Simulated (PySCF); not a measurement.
**[ReF6]+: other functionals and bases at one geometry**

Aim: see how levels, charges and forces of [ReF6]+ depend on the level of theory. The structure is generated, not taken from experiment.

The runs use PySCF 2.14.0; several levels, as the steps say, no spin–orbit coupling.

3 further runs of the same task are left out: 2 for a known fault of the program, 1 that didn't finish.

**1. The starting structure**

7 atoms, charge 1, spin multiplicity 1.

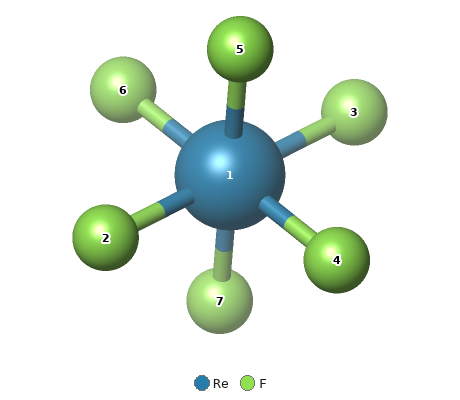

The structure; rhenium blue, fluorine green; atoms are numbered from 1 in the order of the file.

As a file:

```
Re    0.0000    0.0000    0.0000
F     0.0000    0.0000    1.8175
F     0.0000    0.0000   -1.8175
F     1.8175    0.0000    0.0000
F     0.0000    1.8175    0.0000
F    -1.8175    0.0000    0.0000
F     0.0000   -1.8175    0.0000
```

Formal oxidation states: Re +7. An earlier session relaxed this geometry at TPSS, Re def2-SVP with ECP60, F def2-SVP (singlet, point group Oh).

At TPSS on the finer grid: E = -676.722077 Eh, HOMO -17.71 eV, LUMO -13.68 eV, Mulliken charge on Re1 +1.80 e, largest force component 0.015 eV/Å. 

Levels to run: M06-L; wB97X; HF; B3LYP; TPSS, TZVP; TPSS, x2c-SVP. Hardware: 2 threads of Arm Neoverse V1, shared host.

**2. M06-L**

File run.py (the lines that set the calculation):

```python
mol = gto.M(atom='''
Re     0.00000     0.00000     0.00000
F      0.00000     0.00000     1.81749
F      0.00000     0.00000    -1.81749
F      1.81749     0.00000     0.00000
F      0.00000     1.81749     0.00000
F     -1.81749     0.00000     0.00000
F      0.00000    -1.81749     0.00000''',
    basis={'Re': 'def2-SVP', 'F': 'def2-SVP'},
    ecp={'Re': 'def2-SVP'},
    charge=1, spin=0)
mf = dft.RKS(mol, xc='M06L')
mf.grids.atom_grid = (75, 302)
mf = mf.density_fit()  # fitting sets: Re def2-universal-JKFIT, F def2-universal-JKFIT
mf.conv_tol = 1e-08; mf.max_cycle = 55
mf.kernel(dm0)  # dm0: the density of the relaxed state
```

Command:

```bash
> OMP_NUM_THREADS=2 python run.py
```

The log of the run:

```text
init E= -676.600659674482
  HOMO = -0.670244814687047  LUMO = -0.508560997791595  gap/eV = 4.39964
cycle= 1 E= -676.603117457533  delta_E= -0.00246  |g|= 0.168  |ddm|= 0.402
  HOMO = -0.66891673447016  LUMO = -0.54551911137534  gap/eV = 3.35782
cycle= 2 E= -676.516328276534  delta_E= 0.0868  |g|= 0.702  |ddm|= 0.555
  HOMO = -0.672988962156754  LUMO = -0.52115491250484  gap/eV = 4.13161
cycle= 3 E= -676.608834755834  delta_E= -0.0925  |g|= 0.0197  |ddm|= 0.429
  HOMO = -0.671520100361314  LUMO = -0.518862607457305  gap/eV = 4.15402
cycle= 4 E= -676.608915155806  delta_E= -8.04e-05  |g|= 0.00462  |ddm|= 0.0141
  HOMO = -0.671600863436495  LUMO = -0.518754668816129  gap/eV = 4.15916
cycle= 5 E= -676.608919071602  delta_E= -3.92e-06  |g|= 0.00014  |ddm|= 0.00271
  HOMO = -0.671599688014523  LUMO = -0.518750252537668  gap/eV = 4.15924
cycle= 6 E= -676.608919060029  delta_E= 1.16e-08  |g|= 0.000276  |ddm|= 0.000267
  HOMO = -0.671599978400519  LUMO = -0.518748972057657  gap/eV = 4.15929
cycle= 7 E= -676.608919075461  delta_E= -1.54e-08  |g|= 6.61e-06  |ddm|= 0.000201
  HOMO = -0.671599753784224  LUMO = -0.518748736665433  gap/eV = 4.15929
cycle= 8 E= -676.608919075456  delta_E= 4.55e-12  |g|= 7.42e-06  |ddm|= 9.42e-06
  HOMO = -0.671599135843956  LUMO = -0.51874922602762  gap/eV = 4.15926
Extra cycle  E= -676.608919075323  delta_E= 1.33e-10  |g|= 2.67e-05  |ddm|= 2.74e-05
converged SCF energy = -676.608919075323
```

Run time: 10 s. Hardware: 2 threads of Arm Neoverse V1, shared host.

Read off: E = -676.608919 Eh, HOMO -18.28 eV, LUMO -14.12 eV, Mulliken charge on Re1 +2.16 e, largest force component 0.169 eV/Å. 

**3. wB97X**

Edit run.py (the lines that set the calculation) of step 2 so:

```diff
@@ -11,3 +11,3 @@
     charge=1, spin=0)
-mf = dft.RKS(mol, xc='M06L')
+mf = dft.RKS(mol, xc='WB97X')
 mf.grids.atom_grid = (75, 302)
```

Command:

```bash
> OMP_NUM_THREADS=2 python run.py
```

The log of the run:

```text
init E= -676.453376924859
  HOMO = -0.814538224008023  LUMO = -0.389420161283963  gap/eV = 11.56805
cycle= 1 E= -676.456135375891  delta_E= -0.00276  |g|= 0.254  |ddm|= 0.351
  HOMO = -0.814408548690187  LUMO = -0.457665374864615  gap/eV = 9.70748
cycle= 2 E= -676.42732711718  delta_E= 0.0288  |g|= 0.478  |ddm|= 0.505
  HOMO = -0.821310777717377  LUMO = -0.422130822181449  gap/eV = 10.86224
cycle= 3 E= -676.467164353731  delta_E= -0.0398  |g|= 0.0209  |ddm|= 0.317
  HOMO = -0.818531625556716  LUMO = -0.418990196533927  gap/eV = 10.87208
cycle= 4 E= -676.467227942226  delta_E= -6.36e-05  |g|= 0.00836  |ddm|= 0.012
  HOMO = -0.818996245110108  LUMO = -0.420115247008759  gap/eV = 10.85410
cycle= 5 E= -676.467243584163  delta_E= -1.56e-05  |g|= 0.000821  |ddm|= 0.00929
  HOMO = -0.818981738099331  LUMO = -0.420183831296583  gap/eV = 10.85184
cycle= 6 E= -676.46724398968  delta_E= -4.06e-07  |g|= 0.000167  |ddm|= 0.00183
  HOMO = -0.818983940315186  LUMO = -0.420165623624011  gap/eV = 10.85240
cycle= 7 E= -676.467243999368  delta_E= -9.69e-09  |g|= 1.68e-05  |ddm|= 0.000247
  HOMO = -0.818984799966414  LUMO = -0.420162274348613  gap/eV = 10.85251
Extra cycle  E= -676.467243999293  delta_E= 7.48e-11  |g|= 2.66e-05  |ddm|= 2.83e-05
converged SCF energy = -676.467243999293
```

It took 8.6 s on 2 threads of Arm Neoverse V1, shared host.

It gives: E = -676.467244 Eh, HOMO -22.29 eV, LUMO -11.43 eV, Mulliken charge on Re1 +2.02 e, largest force component 1.178 eV/Å. 

**4. HF**

Edit run.py (the lines that set the calculation) of step 3 so:

```diff
@@ -11,4 +11,3 @@
     charge=1, spin=0)
-mf = dft.RKS(mol, xc='WB97X')
-mf.grids.atom_grid = (75, 302)
+mf = scf.RHF(mol)
 mf = mf.density_fit()  # fitting sets: Re def2-universal-JKFIT, F def2-universal-JKFIT
```

Command:

```bash
> OMP_NUM_THREADS=2 python run.py
```

The log of the run:

```text
init E= -673.075412686575
  HOMO = -0.91597676543368  LUMO = -0.322554559156415  gap/eV = 16.14784
cycle= 1 E= -673.144011221004  delta_E= -0.0686  |g|= 0.576  |ddm|= 0.976
  HOMO = -0.93409340385419  LUMO = -0.514352646133958  gap/eV = 11.42173
cycle= 2 E= -673.113545013935  delta_E= 0.0305  |g|= 0.692  |ddm|= 0.995
  HOMO = -0.942016614347414  LUMO = -0.425395740439961  gap/eV = 14.05797
cycle= 3 E= -673.200558228416  delta_E= -0.087  |g|= 0.0617  |ddm|= 0.52
  HOMO = -0.937340846670925  LUMO = -0.420201560323775  gap/eV = 14.07208
cycle= 4 E= -673.201439566361  delta_E= -0.000881  |g|= 0.0197  |ddm|= 0.0537
  HOMO = -0.939805870745732  LUMO = -0.423361171711356  gap/eV = 14.05318
cycle= 5 E= -673.201611319238  delta_E= -0.000172  |g|= 0.0048  |ddm|= 0.0325
  HOMO = -0.939947497337016  LUMO = -0.422934483932643  gap/eV = 14.06864
cycle= 6 E= -673.201633327147  delta_E= -2.2e-05  |g|= 0.000797  |ddm|= 0.0144
  HOMO = -0.940002377496015  LUMO = -0.422790639784126  gap/eV = 14.07405
cycle= 7 E= -673.201633520111  delta_E= -1.93e-07  |g|= 0.000118  |ddm|= 0.00111
  HOMO = -0.940003954998193  LUMO = -0.422812971625821  gap/eV = 14.07348
cycle= 8 E= -673.201633522822  delta_E= -2.71e-09  |g|= 5.16e-06  |ddm|= 0.000114
  HOMO = -0.940004147534308  LUMO = -0.422813450806957  gap/eV = 14.07348
Extra cycle  E= -673.201633522833  delta_E= -1.14e-11  |g|= 2.26e-06  |ddm|= 8.14e-06
converged SCF energy = -673.201633522833
```

It took 3.5 s on 2 threads of Arm Neoverse V1, shared host.

Result: E = -673.201634 Eh, HOMO -25.58 eV, LUMO -11.51 eV, Mulliken charge on Re1 +2.83 e, largest force component 2.888 eV/Å. 

**5. B3LYP**

Edit run.py (the lines that set the calculation) of step 4 so:

```diff
@@ -11,3 +11,4 @@
     charge=1, spin=0)
-mf = scf.RHF(mol)
+mf = dft.RKS(mol, xc='B3LYP')
+mf.grids.atom_grid = (75, 302)
 mf = mf.density_fit()  # fitting sets: Re def2-universal-JKFIT, F def2-universal-JKFIT
```

Command:

```bash
> OMP_NUM_THREADS=2 python run.py
```

The log of the run:

```text
init E= -676.629687569518
  HOMO = -0.711362917341185  LUMO = -0.481967342389173  gap/eV = 6.24217
cycle= 1 E= -676.618394176235  delta_E= 0.0113  |g|= 0.282  |ddm|= 0.292
  HOMO = -0.704986369021868  LUMO = -0.541393407033639  gap/eV = 4.45159
cycle= 2 E= -676.468098855893  delta_E= 0.15  |g|= 0.959  |ddm|= 0.785
  HOMO = -0.7129999720367  LUMO = -0.502651645826019  gap/eV = 5.72387
cycle= 3 E= -676.633571017044  delta_E= -0.165  |g|= 0.014  |ddm|= 0.587
  HOMO = -0.711731007104689  LUMO = -0.500155849145016  gap/eV = 5.75725
cycle= 4 E= -676.633612745143  delta_E= -4.17e-05  |g|= 0.00259  |ddm|= 0.0128
  HOMO = -0.712043105476528  LUMO = -0.500423636587729  gap/eV = 5.75846
cycle= 5 E= -676.633613759872  delta_E= -1.01e-06  |g|= 0.000503  |ddm|= 0.00184
  HOMO = -0.712046264593031  LUMO = -0.500456412530832  gap/eV = 5.75765
cycle= 6 E= -676.63361380568  delta_E= -4.58e-08  |g|= 9.1e-05  |ddm|= 0.000353
  HOMO = -0.712046404918255  LUMO = -0.500456972769403  gap/eV = 5.75764
cycle= 7 E= -676.633613807102  delta_E= -1.42e-09  |g|= 2.6e-05  |ddm|= 7.39e-05
  HOMO = -0.712045991175619  LUMO = -0.500458663023663  gap/eV = 5.75758
Extra cycle  E= -676.633613806025  delta_E= 1.08e-09  |g|= 8.04e-05  |ddm|= 6.93e-05
converged SCF energy = -676.633613806025
```

Run time: 6.4 s. Hardware: 2 threads of Arm Neoverse V1, shared host.

Read off: E = -676.633614 Eh, HOMO -19.38 eV, LUMO -13.62 eV, Mulliken charge on Re1 +1.92 e, largest force component 0.517 eV/Å. 

**6. TPSS, TZVP**

Basis: Re def2-TZVP with ECP60, F def2-TZVP. 

Edit run.py (the lines that set the calculation) of step 5 so:

```diff
@@ -8,6 +8,6 @@
 F      0.00000    -1.81749     0.00000''',
-    basis={'Re': 'def2-SVP', 'F': 'def2-SVP'},
-    ecp={'Re': 'def2-SVP'},
+    basis={'Re': 'def2-TZVP', 'F': 'def2-TZVP'},
+    ecp={'Re': 'def2-TZVP'},
     charge=1, spin=0)
-mf = dft.RKS(mol, xc='B3LYP')
+mf = dft.RKS(mol, xc='TPSS')
 mf.grids.atom_grid = (75, 302)
@@ -15,2 +15,2 @@
 mf.conv_tol = 1e-08; mf.max_cycle = 55
-mf.kernel(dm0)  # dm0: the density of the relaxed state
+mf.kernel(dm0)  # dm0: free metal ions and neutral atoms
```

Command:

```bash
> OMP_NUM_THREADS=2 python run.py
```

The log of the run:

```text
init E= -677.460239207334
  HOMO = -0.704796789331648  LUMO = -0.415461522127137  gap/eV = 7.87321
cycle= 1 E= -676.669651244647  delta_E= 0.791  |g|= 2.05  |ddm|= 2.47
  HOMO = -0.574636390838629  LUMO = -0.550603923398437  gap/eV = 0.65396
cycle= 2 E= -665.56929335639  delta_E= 11.1  |g|= 7.72  |ddm|= 6.89
  HOMO = -0.615272451629801  LUMO = -0.498581372264521  gap/eV = 3.17533
cycle= 3 E= -677.296741914007  delta_E= -11.7  |g|= 1.12  |ddm|= 5.81
  HOMO = -0.650188266795866  LUMO = -0.511674237702066  gap/eV = 3.76916
cycle= 4 E= -677.473605831769  delta_E= -0.177  |g|= 0.271  |ddm|= 0.363
  HOMO = -0.641453858042005  LUMO = -0.491381065601792  gap/eV = 4.08369
cycle= 5 E= -677.486893702632  delta_E= -0.0133  |g|= 0.0588  |ddm|= 0.146
  HOMO = -0.646183017081229  LUMO = -0.495426260256616  gap/eV = 4.10230
cycle= 6 E= -677.487322413562  delta_E= -0.000429  |g|= 0.00521  |ddm|= 0.0223
  HOMO = -0.64603563387974  LUMO = -0.495147760666149  gap/eV = 4.10587
cycle= 7 E= -677.487326906202  delta_E= -4.49e-06  |g|= 0.000471  |ddm|= 0.00351
  HOMO = -0.646053042662701  LUMO = -0.495134801267588  gap/eV = 4.10669
cycle= 8 E= -677.487326930414  delta_E= -2.42e-08  |g|= 0.000236  |ddm|= 0.000294
  HOMO = -0.64605583160993  LUMO = -0.495148332890872  gap/eV = 4.10640
cycle= 9 E= -677.487326940932  delta_E= -1.05e-08  |g|= 7.22e-06  |ddm|= 0.000133
  HOMO = -0.646055521159513  LUMO = -0.49514832772747  gap/eV = 4.10639
cycle= 10 E= -677.487326940942  delta_E= -9.55e-12  |g|= 2.42e-07  |ddm|= 3.42e-06
  HOMO = -0.646055551972913  LUMO = -0.495148311803231  gap/eV = 4.10640
Extra cycle  E= -677.487326940942  delta_E= -4.55e-13  |g|= 9.11e-07  |ddm|= 5.49e-07
converged SCF energy = -677.487326940942
```

Run time: 35 s. Hardware: 2 threads of Arm Neoverse V1, shared host.

It gives: E = -677.487327 Eh, HOMO -17.58 eV, LUMO -13.47 eV, Mulliken charge on Re1 +1.64 e, largest force component 0.302 eV/Å. 

**7. TPSS, x2c-SVP**

Basis: Re x2c-SVPall, F x2c-SVPall. All electrons are treated, with the spin-free X2C Hamiltonian.

File run.py (the lines that set the calculation):

```python
mol = gto.M(atom='''
Re     0.00000     0.00000     0.00000
F      0.00000     0.00000     1.81749
F      0.00000     0.00000    -1.81749
F      1.81749     0.00000     0.00000
F      0.00000     1.81749     0.00000
F     -1.81749     0.00000     0.00000
F      0.00000    -1.81749     0.00000''',
    basis={'Re': 'x2c-SVPall', 'F': 'x2c-SVPall'},
    nucmod='G',
    charge=1, spin=0)
mf = dft.RKS(mol, xc='TPSS')
mf.grids.atom_grid = (99, 590)
mf = mf.density_fit()  # fitting sets: Re AutoAux, F AutoAux
mf = mf.sfx2c1e()
mf.conv_tol = 1e-08; mf.max_cycle = 55
mf.kernel(dm0)  # dm0: free metal ions and neutral atoms
```

Command:

```bash
> OMP_NUM_THREADS=2 python run.py
```

The log of the run:

```text
init E= -17292.2232116148
  HOMO = -0.690691749482361  LUMO = -0.410941046048318  gap/eV = 7.61240
cycle= 1 E= -17290.3604132761  delta_E= 1.86  |g|= 2.04  |ddm|= 2.95
  HOMO = -0.5975838224551  LUMO = -0.564049377167418  gap/eV = 0.91252
cycle= 2 E= -17279.6859164717  delta_E= 10.7  |g|= 7.54  |ddm|= 6.66
  HOMO = -0.627337967141636  LUMO = -0.544411353516332  gap/eV = 2.25655
cycle= 3 E= -17290.7155124801  delta_E=  -11  |g|= 1.76  |ddm|= 5.51
  HOMO = -0.652083104108735  LUMO = -0.52698637743966  gap/eV = 3.40406
cycle= 4 E= -17291.229439681  delta_E= -0.514  |g|= 0.353  |ddm|= 0.751
  HOMO = -0.653338374770586  LUMO = -0.517377388138586  gap/eV = 3.69969
cycle= 5 E= -17291.2497797584  delta_E= -0.0203  |g|= 0.0636  |ddm|= 0.153
  HOMO = -0.655920172232904  LUMO = -0.518360357674918  gap/eV = 3.74319
cycle= 6 E= -17291.2504502916  delta_E= -0.000671  |g|= 0.0104  |ddm|= 0.0284
  HOMO = -0.65561340351908  LUMO = -0.517447263493585  gap/eV = 3.75969
cycle= 7 E= -17291.2504712506  delta_E= -2.1e-05  |g|= 0.00234  |ddm|= 0.0075
  HOMO = -0.655704587774664  LUMO = -0.517640912138978  gap/eV = 3.75690
cycle= 8 E= -17291.2504723693  delta_E= -1.12e-06  |g|= 0.000193  |ddm|= 0.00135
  HOMO = -0.655705642973637  LUMO = -0.517651239453385  gap/eV = 3.75665
cycle= 9 E= -17291.2504723764  delta_E= -7.14e-09  |g|= 3.91e-05  |ddm|= 0.000114
  HOMO = -0.655705762513662  LUMO = -0.517653256713785  gap/eV = 3.75660
Extra cycle  E= -17291.2504723697  delta_E= 6.69e-09  |g|= 0.000189  |ddm|= 0.000152
converged SCF energy = -17291.2504723697
```

Wall time 47 s (2 threads of Arm Neoverse V1, shared host).

Read off: E = -17291.250472 Eh, HOMO -17.84 eV, LUMO -14.09 eV, Mulliken charge on Re1 +1.47 e, largest force component 0.545 eV/Å. 

**8. Results**

| level | state | HOMO (eV) | gap (eV) | charge on Re1 (e) | dipole (D) | largest force (eV/Å) | basis functions | time |
| --- | --- | --- | --- | --- | --- | --- | --- | --- |
| TPSS (relaxed here) | singlet | -17.71 | 4.03 | 1.80 | 0.00 | 0.02 | 116 | 31 s |
| M06-L | singlet | -18.28 | 4.16 | 2.16 | 0.00 | 0.17 | 116 | 10 s |
| wB97X | singlet | -22.29 | 10.85 | 2.02 | 0.00 | 1.18 | 116 | 8.6 s |
| HF | singlet | -25.58 | 14.07 | 2.83 | 0.00 | 2.89 | 116 | 3.5 s |
| B3LYP | singlet | -19.38 | 5.76 | 1.92 | 0.00 | 0.52 | 116 | 6.4 s |
| TPSS, TZVP | singlet | -17.58 | 4.11 | 1.64 | 0.00 | 0.30 | 226 | 35 s |
| TPSS, x2c-SVP | singlet | -17.84 | 3.76 | 1.47 | 0.00 | 0.54 | 150 | 47 s |

Times are on 2 threads of Arm Neoverse V1, shared host; the first row also made further properties. The dipole of a charged species depends on the origin, so these sizes hold for this origin alone.

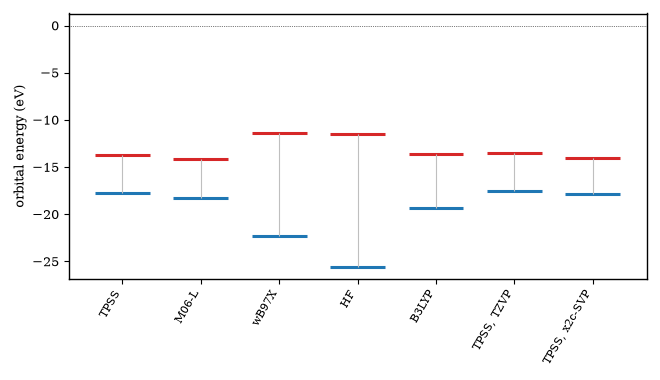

Highest filled and lowest empty level, method by method.

In one basis the HOMO–LUMO gap runs from 4.03 eV (TPSS) to 14.07 eV (HF). The largest leftover force, 2.89 eV/Å with HF, stands at a geometry relaxed at another level. The Mulliken charge on Re spans +1.47 to +2.83 e over the levels. Total energies of different levels can't be compared. Spin–orbit coupling is left out throughout.
